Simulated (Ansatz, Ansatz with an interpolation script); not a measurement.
**Settings in Wannier-interpolated G0W0: TiO2 (Rutile)**

Aim: vary the Wannier model and the GW settings for TiO2 (Rutile) and see what the interpolated bands lose.

Program: Ansatz 0.2.0. Level of theory: maximally localised Wannier functions, LDA, plane waves, PAW; PAW set soft_1. Results are calculated unless marked as measured.

## (1) Starting point

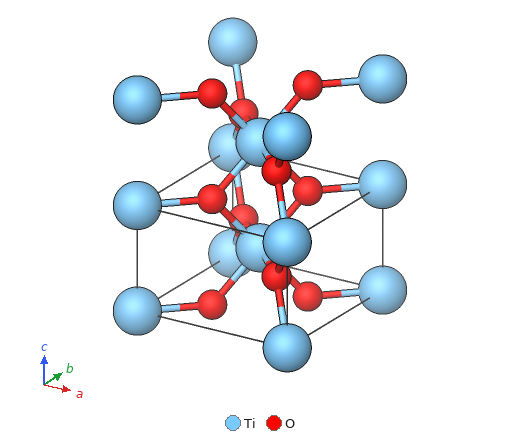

The cell as given, from a free direction (titanium blue, oxygen red). 1×1×2 cells are drawn. Some periodic images of atoms are drawn too.

Coordinates:

```cif
data_structure
_symmetry_space_group_name_H-M 'P4_2/mnm'
_symmetry_Int_Tables_number 136
_cell_length_a 4.5922
_cell_length_b 4.5922
_cell_length_c 2.9574
_cell_angle_alpha 90.000
_cell_angle_beta 90.000
_cell_angle_gamma 90.000
_cell_volume 62.37
loop_
_atom_site_label
_atom_site_type_symbol
_atom_site_symmetry_multiplicity
_atom_site_Wyckoff_symbol
_atom_site_fract_x
_atom_site_fract_y
_atom_site_fract_z
_atom_site_occupancy
Ti1 Ti 2 a 0.00000 0.00000 0.00000 1
O1 O 4 f 0.30496 0.30496 0.00000 1
```

The cell and positions come from the Crystallography Open Database and are kept as given unless a step says otherwise.

## (2) Wannier model on 8×8×12

Localised functions give a small Hamiltonian that interpolates between mesh points at no cost.

input.yaml

```yaml
crystal:
  lattice:
    - [4.5922, 0.0, 0.0]
    - [0.0, 4.5922, 0.0]
    - [0.0, 0.0, 2.9574]
  atoms:
    - { symbol: Ti, position: [0.0, 0.0, 0.0] }
    - { symbol: Ti, position: [0.5, 0.5, 0.5] }
    - { symbol: O, position: [0.30496, 0.30496, 0.0] }
    - { symbol: O, position: [0.19504, 0.80496, 0.5] }
    - { symbol: O, position: [0.69504, 0.69504, 0.0] }
    - { symbol: O, position: [0.80496, 0.19504, 0.5] }
kpoints:
  mp_grid: { grid: [4, 4, 6] }
hamiltonian:
  xc: lda
  pseudopotentials: { kind: paw, azcp: { folder: soft_1 }, xc_functional: pbe }
scf:
  occupations: { method: fixed }
  n_extra_bands: 33
output:
  wannier:
    kmesh: [8, 8, 12]
    projections: [{ species: O, l: p, shell: 2 }, { species: Ti, l: d, shell: 3 }]
    minimise: true
    write_hr: true
    seedname: w
    conv_tol: 1.0e-06
    max_iter: 20000
    stability_check: false
    disentanglement:
      window: [2.71, 17.3]
      frozen_window: [2.71, 13.51]
      conv_tol: 1.0e-08
```

The run is started by

```console
> ansatz run input.yaml --threads 3 --pin off --max-ram 92160MiB --backend cuda --events-out ev --progress --plain --runs-dir out --devices 1 --max-vram 13GiB
```

Numbers of over 12 decimals in the logs are rounded to 6 here.

What it wrote:

```text
scf.n_extra_bands = 33 over 24 filled bands (N_el = 48.0): the run solves 57 bands
GPUs: using 1 of 1 available (devices: 1).
Engine: ansatz 0.2.0, x86_64-unknown-linux-gnu
Pseudopotentials: kind: paw
Pseudopotential: Ti, paw, valence charge 12, recommended cutoff 420 eV (normal), soft_1/Ti.paw.azcp
Pseudopotential: O, paw, valence charge 6, recommended cutoff 420 eV (normal), soft_1/O.paw.azcp
Functional definition: SPW92
  exchange = slater_x
  correlation = pw_c
device memory: the entry about to start is reckoned to put 1.3 GiB on a device that reports 44.9 GiB free (of which the cap on the GPU budget leaves the run 13.0 GiB)
GPU FFT provider: cuFFT
GPU libraries: cuBLAS 13.8.2, cuFFT 12.4.0, cuSOLVER 12.3.4
Crystal: 6 atoms, lattice volume = 62.367 Å³
Basis set: ecut = 420 eV, 1217 PW (Γ)
Bands: 57, of which v1, the nominal top of the filled ones, is band 24 counted from 1 (23 counted from 0)
Symmetry: 16 space group operations
Space group: P42/mnm (ITA 136), of the structure as read, at distance tolerance 4.0e-5 Å
k-points: 24 of 96
Non-local potential: Ti, projectors of the file, l = 0: 3, l = 1: 2, l = 2: 3, l = 3: 1
Non-local potential: O, projectors of the file, l = 0: 2, l = 1: 2, l = 2: 1
PAW form: soft (Blöchl's): semilocal exchange-correlation on the pseudo side does not see the compensation charge
PAW frozen core: Ti, regenerated for the run's functional, and the local potential with it (the file was generated under x = pbe(κ = 0.804, μ = 0.219515), c = pbe(β = 0.066725))
PAW frozen core: O, regenerated for the run's functional, and the local potential with it (the file was generated under x = pbe(κ = 0.804, μ = 0.219515), c = pbe(β = 0.066725))
PAW one-centre angular grid: Ti, 590 points (default); XC on 64 Gauss nodes
PAW one-centre angular grid: O, 110 points (default); XC on 64 Gauss nodes
Initial density: superposition of atomic densities (chi_scale 0.1, normalization cell, long waves kept (reshape's long-wave potential 0.00 eV rms))
Initial wavefunctions: pseudopotential atomic-orbital guess
GPU buffer pool allocated for 20480 grid points (all kernels)
GPU transforms: local potential and band sums: pruned to the plane-wave sphere, on 32×32×20
Functional: x = slater, c = lda
SCF iter   1: F=—  HF=-7130.626040 eV  |F-HF|=—  |Δ(HF+E_count)|=         —  Δρ=5.38e-2  dr2=1.67e0  ethr=3.10e-3  ⟨swp⟩=4.0  Hψ=4306  notcnv=0  defer=659
preconditioner: auto → Resta (q_TF=auto, 2.612 Å⁻¹)  ε∞=2.4  [insulator: Δε(μ)=1.909 eV  Ē_g=22.727 eV  n_scr=18 (ndim 8)  ℏωp=26.6 eV  f_vac=0.000  ε∞_Penn≈2.4]
SCF iter   2: F=—  HF=-7130.453818 eV  |F-HF|=—  |Δ(HF+E_count)|=   1.72e-1  Δρ=3.49e-2  dr2=5.56e-1  ethr=3.10e-3  ⟨swp⟩=2.0  Hψ=1684  notcnv=0  defer=692
SCF iter   3: F=—  HF=-7130.433494 eV  |F-HF|=—  |Δ(HF+E_count)|=   2.03e-2  Δρ=2.63e-2  dr2=4.45e-1  ethr=1.16e-3  ⟨swp⟩=2.3  Hψ=1286  notcnv=0  defer=667
SCF iter   4: F=—  HF=-7130.365907 eV  |F-HF|=—  |Δ(HF+E_count)|=   6.76e-2  Δρ=4.01e-3  dr2=5.19e-3  ethr=9.27e-4  ⟨swp⟩=2.0  Hψ=1673  notcnv=0  defer=703
SCF iter   5: F=—  HF=-7130.366013 eV  |F-HF|=—  |Δ(HF+E_count)|=   1.06e-4  Δρ=1.01e-3  dr2=5.82e-4  ethr=1.08e-5  ⟨swp⟩=3.0  Hψ=1442  notcnv=0  defer=742
SCF iter   6: F=—  HF=-7130.365782 eV  |F-HF|=—  |Δ(HF+E_count)|=   2.31e-4  Δρ=1.55e-4  dr2=1.19e-5  ethr=1.21e-6  ⟨swp⟩=2.0  Hψ=875  notcnv=0  defer=744
SCF iter   7: F=—  HF=-7130.365990 eV  |F-HF|=—  |Δ(HF+E_count)|=   2.08e-4  Δρ=2.36e-5  dr2=2.32e-7  ethr=2.47e-8  ⟨swp⟩=1.0  Hψ=1368  notcnv=0  defer=553
SCF iter   8: F=-7130.365990 eV  HF=-7130.365990 eV  |F-HF|=2.52e-9  |Δ(HF+E_count)|=   2.02e-8  Δρ=3.29e-6  dr2=5.20e-9  ethr=2.08e-10  ⟨swp⟩=11.0  Hψ=8236  notcnv=0
SCF 1 converged in 8 iterations: F = -7130.365990 eV  dr2 = 5.20e-9
[...]
device memory: the entry about to start is reckoned to put 1.4 GiB (of the 1.5 GiB reckoned in all, the device holds 0.1 GiB already) on a device that reports 44.8 GiB free (of which the cap on the GPU budget leaves the run 12.9 GiB)
NSCF: frozen V_eff on 24 k-points, pencils in batches of 32, up to order 228
[...]
device memory: the entry about to start is reckoned to put 1.5 GiB on a device that reports 44.9 GiB free (of which the cap on the GPU budget leaves the run 13.0 GiB)
NSCF: frozen V_eff on 109 k-points
the Wannier pass solved 109 of the 768 points of its mesh, and has the states at the others by symmetry: states obtained by the crystal's operations at points that were solved too leave a residual of 1.90e-13 eV (read by the count's bands and the next), within 6.67e-6 eV
SCF converged after 8 iterations
Free energy (F): -7130.365990 eV
Harris-Foulkes:  -7130.365990 eV  (|F-HF|=2.52e-9)
Internal energy: -7130.365990 eV  (E = F + TS)
E sigma→0 (E₀):  -7130.365990 eV
Fermi energy:    8.696091 eV
--- Per-component energies (eV) ---
  E_band       = -404.332377
  E_kinetic    = 1225.266359
  E_local      = -3197.199357  (includes V_loc(G=0)·N_el)
  E_nonlocal   = 339.257306
  E_hartree    = 1199.734862
  E_xc         = -512.519787
  E_vxc        = -653.011463  (∫ρ·V_xc dr)
  E_paw        = -2588.853126  (= ΣΔE_a)
  E_vpaw       = -518.119115  (= ΣTr[D̂ρ^β])
  E_aug_tail   = 0.002990  (compensation charges beyond the density's cutoff)
  E_ewald      = -3597.094824
  E_core_change = 1.039587  (= ΣΔE_core)
  E_smearing   = -0.000000  (= −TS)
  E_closure    = 0.000000  (closes the sum)
  Σ components = -7130.365990   (vs F -7130.365990, Δ=0.00e0)
--- Band table (eV; the first three rows and the last of 24) ---
  k-point 0: bands = [... 20 lower, 8.0072, 8.2588, 8.2588, 8.6961, 10.5123, 10.8013, 11.0578, 11.1491, ... 29 higher]
  k-point 1: bands = [... 20 lower, 6.9902, 7.7220, 7.7220, 8.5349, 10.9018, 11.0375, 11.0974, 11.4957, ... 29 higher]
  k-point 2: bands = [... 20 lower, 6.6461, 7.1141, 7.1141, 7.6880, 10.9988, 11.3771, 11.8063, 12.0932, ... 29 higher]
  k-point 23: bands = [... 20 lower, 7.3989, 7.3989, 8.0241, 8.0241, 11.2423, 11.2423, 11.8668, 11.8668, ... 29 higher]
Wannier search: line search 1 of at most 20000: gauge-dependent spread (as the search counts it) 0.4738912 Å², largest recent change 1.9e-1 Å² against conv_tol 1.0e-6 Å², 0 stops escaped
```

Run time: 33 s. Hardware: 1 × NVIDIA H100 80GB HBM3 (shared by 6 runs) with 3 threads of AMD EPYC 7R13 (Zen 3), shared host; peak memory 1.2 GiB.

In the SCF lines HF is the Harris–Foulkes energy and dr2 the Hartree energy of the density residual, in eV; the loop may stop once dr2 is under the threshold and the program's other checks hold. Hψ counts applications of the Hamiltonian.

Numbers from this step:

```
gauge-invariant spread     : 15.81 Å²
diagonal spread            : 4.81e-4 Å²
off-diagonal spread        : 0.2748 Å²
total spread               : 16.09 Å²
least projectability       : 0.5634
localisation steps         : 52
disentanglement steps      : 27
r.m.s. interpolation error : 5.08e-5 eV
r.m.s. error near the gap  : 4.36e-5 eV
```

Near the gap the model misses directly solved bands by 0.0 meV r.m.s. and by 0 meV at most in the window tested. This tests the starting bands, not the corrections carried with them.

## (3) Wannier model on 4×4×6

input.yaml: that of step 2 with these lines changed.

```diff
@@ -22,3 +22,3 @@
   wannier:
-    kmesh: [8, 8, 12]
+    kmesh: [4, 4, 6]
     projections: [{ species: O, l: p, shell: 2 }, { species: Ti, l: d, shell: 3 }]
```

What it wrote:

```text
[...]
GPUs: using 1 of 1 available (devices: 1).
[...]
GPU FFT provider: cuFFT
GPU libraries: cuBLAS 13.8.2, cuFFT 12.4.0, cuSOLVER 12.3.4
Crystal: 6 atoms, lattice volume = 62.367 Å³
Basis set: ecut = 420 eV, 1217 PW (Γ)
Bands: 57, of which v1, the nominal top of the filled ones, is band 24 counted from 1 (23 counted from 0)
Symmetry: 16 space group operations
[...]
k-points: 24 of 96
[...]
GPU buffer pool allocated for 20480 grid points (all kernels)
[...]
SCF iter   1: F=—  HF=-7130.626040 eV  |F-HF|=—  |Δ(HF+E_count)|=         —  Δρ=5.38e-2  dr2=1.67e0  ethr=3.10e-3  ⟨swp⟩=4.0  Hψ=4306  notcnv=0  defer=659
[...]
SCF iter   8: F=-7130.365990 eV  HF=-7130.365990 eV  |F-HF|=2.52e-9  |Δ(HF+E_count)|=   2.02e-8  Δρ=3.29e-6  dr2=5.20e-9  ethr=2.08e-10  ⟨swp⟩=11.0  Hψ=8236  notcnv=0
SCF 1 converged in 8 iterations: F = -7130.365990 eV  dr2 = 5.20e-9
[...]
NSCF: frozen V_eff on 24 k-points, pencils in batches of 32, up to order 228
[...]
SCF converged after 8 iterations
Free energy (F): -7130.365990 eV
[...]
Internal energy: -7130.365990 eV  (E = F + TS)
E sigma→0 (E₀):  -7130.365990 eV
Fermi energy:    8.696091 eV
[...]
--- Band table (eV; the first three rows and the last of 24) ---
  k-point 0: bands = [... 20 lower, 8.0072, 8.2588, 8.2588, 8.6961, 10.5123, 10.8013, 11.0578, 11.1491, ... 29 higher]
  k-point 1: bands = [... 20 lower, 6.9902, 7.7220, 7.7220, 8.5349, 10.9018, 11.0375, 11.0974, 11.4957, ... 29 higher]
  k-point 2: bands = [... 20 lower, 6.6461, 7.1141, 7.1141, 7.6880, 10.9988, 11.3771, 11.8063, 12.0932, ... 29 higher]
  k-point 23: bands = [... 20 lower, 7.3989, 7.3989, 8.0241, 8.0241, 11.2423, 11.2423, 11.8668, 11.8668, ... 29 higher]
[...]
```

It took 14 s on 1 × NVIDIA H100 80GB HBM3 (shared by 6 runs) with 3 threads; peak memory 0.96 GiB.

Numbers from this step:

| Item | Value |
| --- | --- |
| gauge-invariant spread | 15.45 Å² |
| diagonal spread | 3.92e-4 Å² |
| off-diagonal spread | 0.2857 Å² |
| total spread | 15.73 Å² |
| least projectability | 0.5634 |
| localisation steps | 21 |
| disentanglement steps | 8 |
| r.m.s. interpolation error | 3.64e-4 eV |
| r.m.s. error near the gap | 2.99e-4 eV |

Near the gap the model misses directly solved bands by 0.3 meV r.m.s. and by 3 meV at most in the window tested. This tests the starting bands, not the corrections carried with them.

Frozen up to 4.82 eV; above it the model need not follow the bands. Electronic bands along the path, in eV, zero at the valence-band top; v1 is the highest filled band, c1 the lowest empty one:

```csv
point,v4,v3,v2,v1,c1,c2,c3,c4
Γ,-0.69,-0.44,-0.44,0.00,1.82,2.11,2.36,2.45
X,-1.65,-1.65,-0.75,-0.75,2.49,2.49,2.98,2.98
M,-1.30,-1.30,-1.06,-1.06,1.86,1.86,2.48,2.48
Γ,-0.69,-0.44,-0.44,0.00,1.82,2.11,2.36,2.45
Z,-2.43,-2.43,-1.44,-1.44,2.94,2.94,3.12,3.12
R,-2.08,-2.08,-1.04,-1.04,1.84,1.84,3.15,3.15
A,-1.30,-1.30,-0.67,-0.67,2.55,2.55,3.17,3.17
Z,-2.43,-2.43,-1.44,-1.44,2.94,2.94,3.12,3.12
jump to X,-1.65,-1.65,-0.75,-0.75,2.49,2.49,2.98,2.98
R,-2.08,-2.08,-1.04,-1.04,1.84,1.84,3.15,3.15
jump to M,-1.30,-1.30,-1.06,-1.06,1.86,1.86,2.48,2.48
A,-1.30,-1.30,-0.67,-0.67,2.55,2.55,3.17,3.17
```

The same for Kohn-Sham, solved directly:

```csv
point,v4,v3,v2,v1,c1,c2,c3,c4
Γ,-0.69,-0.44,-0.44,0.00,1.82,2.11,2.36,2.45
X,-1.65,-1.65,-0.75,-0.75,2.49,2.49,2.98,2.98
M,-1.30,-1.30,-1.06,-1.06,1.86,1.86,2.48,2.48
Γ,-0.69,-0.44,-0.44,0.00,1.82,2.11,2.36,2.45
Z,-2.43,-2.43,-1.44,-1.44,2.94,2.94,3.12,3.12
R,-2.08,-2.08,-1.04,-1.04,1.84,1.84,3.15,3.15
A,-1.30,-1.30,-0.67,-0.67,2.55,2.55,3.17,3.17
Z,-2.43,-2.43,-1.44,-1.44,2.94,2.94,3.12,3.12
X,-1.65,-1.65,-0.75,-0.75,2.49,2.49,2.98,2.98
R,-2.08,-2.08,-1.04,-1.04,1.84,1.84,3.15,3.15
M,-1.30,-1.30,-1.06,-1.06,1.86,1.86,2.48,2.48
A,-1.30,-1.30,-0.67,-0.67,2.55,2.55,3.17,3.17
```

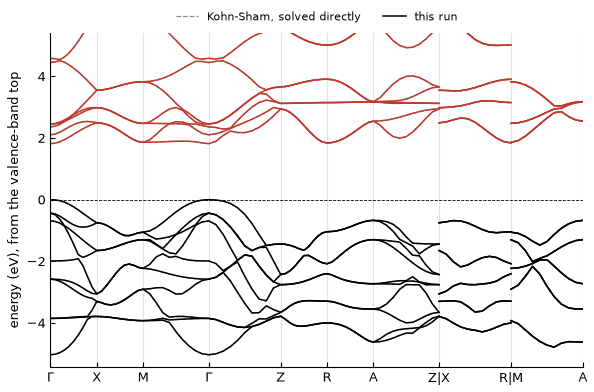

Electronic bands along the path; lines of filled and empty bands in two colours; dashed: Kohn-Sham, solved directly.

## (4) A faulty Wannier input

input.yaml: that of step 3 with these lines changed.

```diff
@@ -32,3 +32,3 @@
       window: [2.71, 17.3]
-      frozen_window: [2.71, 13.51]
+      frozen_window: [2.71, 16.8]
       conv_tol: 1.0e-08
```

What it wrote:

```text
scf.n_extra_bands = 33 over 24 filled bands (N_el = 48.0): the run solves 57 bands
GPUs: using 1 of 1 available (devices: 1).
Engine: ansatz 0.2.0, x86_64-unknown-linux-gnu
Pseudopotentials: kind: paw
Pseudopotential: Ti, paw, valence charge 12, recommended cutoff 420 eV (normal), soft_1/Ti.paw.azcp
Pseudopotential: O, paw, valence charge 6, recommended cutoff 420 eV (normal), soft_1/O.paw.azcp
Functional definition: SPW92
  exchange = slater_x
  correlation = pw_c
device memory: the entry about to start is reckoned to put 1.3 GiB on a device that reports 47.4 GiB free (of which the cap on the GPU budget leaves the run 13.0 GiB)
GPU FFT provider: cuFFT
GPU libraries: cuBLAS 13.8.2, cuFFT 12.4.0, cuSOLVER 12.3.4
Crystal: 6 atoms, lattice volume = 62.367 Å³
Basis set: ecut = 420 eV, 1217 PW (Γ)
Bands: 57, of which v1, the nominal top of the filled ones, is band 24 counted from 1 (23 counted from 0)
Symmetry: 16 space group operations
Space group: P42/mnm (ITA 136), of the structure as read, at distance tolerance 4.0e-5 Å
k-points: 24 of 96
Non-local potential: Ti, projectors of the file, l = 0: 3, l = 1: 2, l = 2: 3, l = 3: 1
Non-local potential: O, projectors of the file, l = 0: 2, l = 1: 2, l = 2: 1
PAW form: soft (Blöchl's): semilocal exchange-correlation on the pseudo side does not see the compensation charge
PAW frozen core: Ti, regenerated for the run's functional, and the local potential with it (the file was generated under x = pbe(κ = 0.804, μ = 0.219515), c = pbe(β = 0.066725))
[...]
NSCF: frozen V_eff on 28 k-points, pencils in batches of 32, up to order 228
the Wannier pass solved 28 of the 96 points of its mesh, and has the states at the others by symmetry: states obtained by the crystal's operations at points that were solved too leave a residual of 2.37e-13 eV (read by the count's bands and the next), within 6.67e-6 eV
SCF converged after 8 iterations
Free energy (F): -7130.365990 eV
Harris-Foulkes:  -7130.365990 eV  (|F-HF|=2.52e-9)
Internal energy: -7130.365990 eV  (E = F + TS)
E sigma→0 (E₀):  -7130.365990 eV
Fermi energy:    8.696091 eV
--- Per-component energies (eV) ---
  E_band       = -404.332377
  E_kinetic    = 1225.266359
  E_local      = -3197.199357  (includes V_loc(G=0)·N_el)
  E_nonlocal   = 339.257306
  E_hartree    = 1199.734862
  E_xc         = -512.519787
  E_vxc        = -653.011463  (∫ρ·V_xc dr)
  E_paw        = -2588.853126  (= ΣΔE_a)
  E_vpaw       = -518.119115  (= ΣTr[D̂ρ^β])
  E_aug_tail   = 0.002990  (compensation charges beyond the density's cutoff)
  E_ewald      = -3597.094824
  E_core_change = 1.039587  (= ΣΔE_core)
  E_smearing   = -0.000000  (= −TS)
  E_closure    = 0.000000  (closes the sum)
  Σ components = -7130.365990   (vs F -7130.365990, Δ=0.00e0)
--- Band table (eV; the first three rows and the last of 24) ---
  k-point 0: bands = [... 20 lower, 8.0072, 8.2588, 8.2588, 8.6961, 10.5123, 10.8013, 11.0578, 11.1491, ... 29 higher]
  k-point 1: bands = [... 20 lower, 6.9902, 7.7220, 7.7220, 8.5349, 10.9018, 11.0375, 11.0974, 11.4957, ... 29 higher]
  k-point 2: bands = [... 20 lower, 6.6461, 7.1141, 7.1141, 7.6880, 10.9988, 11.3771, 11.8063, 12.0932, ... 29 higher]
  k-point 23: bands = [... 20 lower, 7.3989, 7.3989, 8.0241, 8.0241, 11.2423, 11.2423, 11.8668, 11.8668, ... 29 higher]
WARN: one of the run's output files is refused, and neither it nor the files that depend on it are written in full: <dir> frozen window holds 23 > num_wann = 22 bands at ik = 0 (ik counts from 0, the k-points of the .win, .mmn and .eig files from 1)
```

Run time: 10 s. Hardware: 1 × NVIDIA H100 80GB HBM3 (shared by 6 runs) with 3 threads; peak memory 0.9 GiB.

The run ended with an error after its SCF cycle had converged; no result of it is taken.

The fault put into this input: a frozen window with more states than functions.

## (5) G0W0: 4×4×6 mesh, 286 empty bands, screening to 160 eV, PAW set soft_1 files

G0W0 replaces the xc potential by the self-energy, built once from these orbitals. Only a window of levels is corrected, while the sums run over the empty bands that the input names.

This step: G0W0 on LDA, plane waves, PAW; PAW set soft_1.

input.yaml, the sections that differ from step 4:

```yaml
scf:
  occupations: { method: fixed }
gw:
  n_empty_bands: 286
  ecut_chi: 160.0
  qp_bands: [v12, c7]
  screening: { model: contour_deformation }
# crystal, kpoints, hamiltonian: as in step 4
# output: removed
```

What it wrote:

```text
GPUs: using 1 of 1 available (devices: 1).
[...]
GPU FFT provider: cuFFT
GPU libraries: cuBLAS 13.8.2, cuFFT 12.4.0, cuSOLVER 12.3.4
Crystal: 6 atoms, lattice volume = 62.367 Å³
Basis set: ecut = 420 eV, 1217 PW (Γ)
Bands: 30, of which v1, the nominal top of the filled ones, is band 24 counted from 1 (23 counted from 0)
Symmetry: 16 space group operations
[...]
k-points: 24 of 96
[...]
2    18      4.9086   -22.5122     5.0763   -17.4011  0.5947     4.8737     4.8739  root ?
[...]
23    28     11.8666   -13.7906    -8.5741   -23.8226  0.6796    13.4083    13.3245  root
    23    29     11.8759   -14.1284    -7.3320   -22.7402  0.6868    13.2145    13.1557  root
    23    30     11.8759   -14.1284    -7.3320   -22.7402  0.6868    13.2145    13.1557  root
    23    31     14.6545   -16.6130    -7.5105   -25.4377  0.6660    16.0086    15.9687  root
[key lines of the parts left out:]
SCF converged after 8 iterations
Free energy (F): -7130.365990 eV
Fermi energy:    8.696126 eV
```

It took 2.1 min on 1 × NVIDIA H100 80GB HBM3 (shared by 6 runs) with 3 threads; peak memory 1.4 GiB.

The G0W0 gap on the mesh is 3.304 eV.

(Part 1 of 2 ends here.)

[Paths, hosts, dates, memory and timing lines, banners, echoed tables and standing remarks are left out of the program output.]

[Logs are printed without paths, hosts, clocks, repeated set-up lines and the standing remarks that a program may print on its own settings, such as how far it seeks lower states.]

[Runs of the session that timed out or met a known fault of the program may be left out.]

[Hosts, paths, dates, database ids (printed as entryN), source tags and the programs' standing remarks are cut or masked in the printed files.]
